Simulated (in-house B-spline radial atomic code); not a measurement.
# Sn¹⁰⁺: excited configurations

Wanted: excitation energies of Sn¹⁰⁺ as differences of total energies (ΔSCF).

Method: Dirac-Hartree-Fock, average of configuration, Fermi nucleus, basis-set limit. Code: in-house B-spline radial atomic code version 1.

### Step 1. The system

| Quantity | Value |
| --- | --- |
| element | tin (Z = 50) |
| charge | +10 |
| electrons | 40 |
| configuration | [Kr] 4d4 |
| Hamiltonian | Dirac-Coulomb |
| nucleus | Fermi, rms radius 4.652 fm |

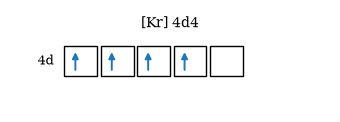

Outer shells as boxes.

The boxes draw the filling by Hund's rule, which heavy ions in jj coupling don't follow; these runs average over all states of the configuration.

Settings of the run:

```ini
Z = 50
electrons = 40.0
configuration = [Kr] 4d4
hamiltonian = dirac
method = hf
spin_polarised = False
nucleus = fermi
rms_radius = 4.6519
mass_number = 120
atomic_mass = 119.902202557
speed_of_light = 137.035999084
```

This reference run was done before. Its total energy is -6144.834651 hartree, and its levels are (the highest eight at most):

| orbital | occupation | energy (eV) | <r> (bohr) |
| --- | --- | --- | --- |
| 3p3/2 | 4 | -935.21 | 0.3384 |
| 3d3/2 | 4 | -712.47 | 0.3106 |
| 3d5/2 | 6 | -703.56 | 0.3140 |
| 4s1/2 | 2 | -336.21 | 0.7863 |
| 4p1/2 | 2 | -288.18 | 0.8168 |
| 4p3/2 | 4 | -279.18 | 0.8379 |
| 4d3/2 | 1.6 | -207.58 | 0.9130 |
| 4d5/2 | 2.4 | -206.10 | 0.9202 |

### Step 2. Run with [Kr] 4d3 7p1

Settings of the run:

```ini
Z = 50
electrons = 40.0
configuration = [Kr] 4d3 7p1
hamiltonian = dirac
method = hf
spin_polarised = False
nucleus = fermi
rms_radius = 4.6519
mass_number = 120
atomic_mass = 119.902202557
speed_of_light = 137.035999084
```

### Step 3. Configuration [Ar] 3d10 4s2 4p5 4d4 8s1

Settings: those of step 2 with these lines changed.

```diff
@@ -2,3 +2,3 @@
 electrons = 40.0
-configuration = [Kr] 4d3 7p1
+configuration = [Ar] 3d10 4s2 4p5 4d4 8s1
 hamiltonian = dirac
```

### Step 4. Run with [Ar] 3d9 4s2 4p6 4d4 8s1

Settings: those of step 3 with these lines changed.

```diff
@@ -2,3 +2,3 @@
 electrons = 40.0
-configuration = [Ar] 3d10 4s2 4p5 4d4 8s1
+configuration = [Ar] 3d9 4s2 4p6 4d4 8s1
 hamiltonian = dirac
```

### Step 5. Configuration [Ar] 3d9 4s2 4p6 4d4 6d1

Settings: those of step 4 with these lines changed.

```diff
@@ -2,3 +2,3 @@
 electrons = 40.0
-configuration = [Ar] 3d9 4s2 4p6 4d4 8s1
+configuration = [Ar] 3d9 4s2 4p6 4d4 6d1
 hamiltonian = dirac
```

### Step 6. Configuration [Kr] 4d3 8g1

Settings: those of step 5 with these lines changed.

```diff
@@ -2,3 +2,3 @@
 electrons = 40.0
-configuration = [Ar] 3d9 4s2 4p6 4d4 6d1
+configuration = [Kr] 4d3 8g1
 hamiltonian = dirac
```

### Step 7. Configuration [Kr] 4d3 6f1

Settings: those of step 6 with these lines changed.

```diff
@@ -2,3 +2,3 @@
 electrons = 40.0
-configuration = [Kr] 4d3 8g1
+configuration = [Kr] 4d3 6f1
 hamiltonian = dirac
```

### Step 8. Configuration [Ar] 3d9 4s2 4p6 4d4 7d1

Settings: those of step 7 with these lines changed.

```diff
@@ -2,3 +2,3 @@
 electrons = 40.0
-configuration = [Kr] 4d3 6f1
+configuration = [Ar] 3d9 4s2 4p6 4d4 7d1
 hamiltonian = dirac
```

### Step 9. Configuration [Ar] 3d10 4s2 4p5 4d4 6g1

Settings: those of step 8 with these lines changed.

```diff
@@ -2,3 +2,3 @@
 electrons = 40.0
-configuration = [Ar] 3d9 4s2 4p6 4d4 7d1
+configuration = [Ar] 3d10 4s2 4p5 4d4 6g1
 hamiltonian = dirac
```

How far above the reference does each configuration lie (order and size, in eV)?

The runs gave:

| net move | configuration | energy above the reference (eV) | with Breit, QED, recoil (eV) | largest <r> (bohr) |
| --- | --- | --- | --- | --- |
| 4d → 6f | [Kr] 4d3 6f1 | 153.16 | 153.14 | 3.71 |
| 4d → 7p | [Kr] 4d3 7p1 | 153.66 | 153.67 | 4.27 |
| 4d → 8g | [Kr] 4d3 8g1 | 179.63 | 179.62 | 7.66 |
| 4p → 6g | [Ar] 3d10 4s2 4p5 4d4 6g1 | 234.48 | 234.28 | 3.88 |
| 4p → 8s | [Ar] 3d10 4s2 4p5 4d4 8s1 | 240.92 | 240.74 | 5.63 |
| 3d → 6d | [Ar] 3d9 4s2 4p6 4d4 6d1 | 631.23 | 630.98 | 3.18 |
| 3d → 7d | [Ar] 3d9 4s2 4p6 4d4 7d1 | 651.70 | 651.45 | 4.69 |
| 3d → 8s | [Ar] 3d9 4s2 4p6 4d4 8s1 | 657.18 | 656.94 | 5.61 |

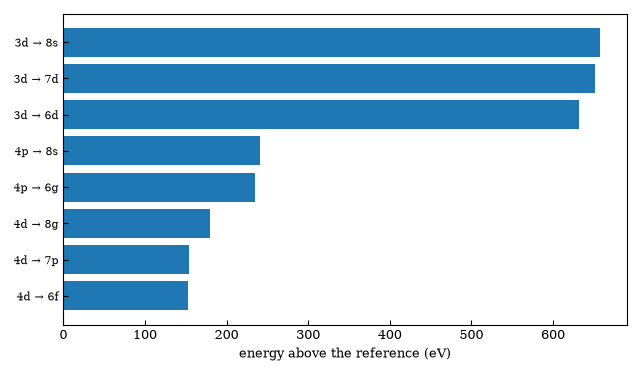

The configurations in order of energy, labelled by the net move of electrons.

Quantum defects of the promoted electron, δ = n − ζ/√(−2ε) with ζ = 11 and ε its orbital energy in hartree:

| promotion | δ |
| --- | --- |
| 4d → 6f | 0.405 |
| 4d → 7p | 1.378 |
| 4d → 8g | 0.061 |
| 4p → 6g | 0.049 |
| 4p → 8s | 1.588 |
| 3d → 6d | 1.012 |
| 3d → 7d | 0.998 |
| 3d → 8s | 1.602 |

At the bottom stands 4d → 6f (153.16 eV), at the top 3d → 8s (657.18 eV). Koopmans' estimate of the ionisation threshold is 206.10 eV; 5 configurations exceed it by over 2 % and could autoionise. Of those tabulated, the defect is largest for 8s (1.60) and least for 6g (0.05): low angular momentum penetrates the core, high angular momentum stays outside it. Two partly filled shells share a symmetry and can mix in the average, which may lower the energy, for: 3d → 6d; 3d → 7d; 3d → 8s. These are averages over configurations, without correlation, not spectroscopic levels.
